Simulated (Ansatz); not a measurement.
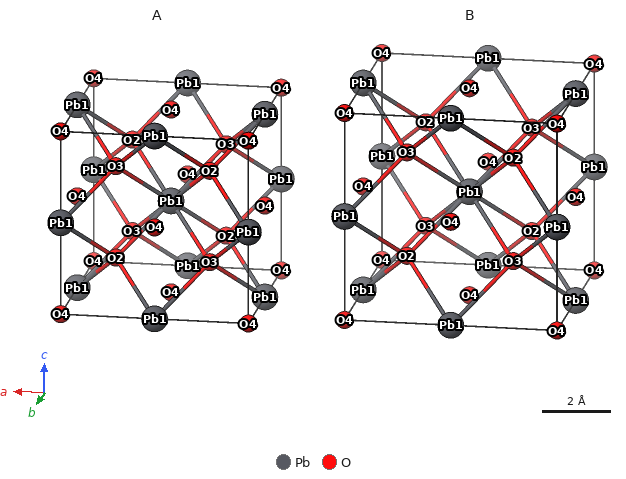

Two geometries of a crystal of PbO₃ (a generated structure, set up in Fm-3m) (coarse preliminary run), drawn at one scale. One is the start of a relaxation, the other its converged end. Style: ball-and-stick. Shown: the conventional cell (4 times the calculation's cell), from a free direction. Lengths and directions refer to the drawn axes.

These are results of Ansatz, DFT PBE, scalar-relativistic, plane waves, PAW, not measurements. (plane-wave cutoff 420 eV; k-point mesh 6 × 6 × 6; occupations gaussian; smearing width 0.1 eV; no spin polarisation; cell and atoms relaxed; force threshold 0.04 eV/Å; at most 70 steps)

**Which geometry has the lower energy?**

Structure A is the relaxed one. No atom moves by more than 0.005 Å relative to the cell. Cell: a = b = c 6.360 → 5.618 Å (−11.7 %). Volume −31.1 %. Near-neighbour distances that change, for instance: Pb1–O2 2.754 → 2.433 Å. The space group stays Fm-3m (No. 225). After 5 accepted moves (7 points after the start) the energy has fallen by 388 meV per atom. All forces vanish by symmetry, so only the cell relaxes. The pressure goes from −16.60 to 0.00 GPa. At 2 points the geometry stayed and the basis and grid were re-selected for the new cell (energy shift of 4.2 meV per atom at most each time). The run took 19 s on 1 thread of Arm Neoverse N1, with other jobs on the host, peak memory 0.32 GiB.
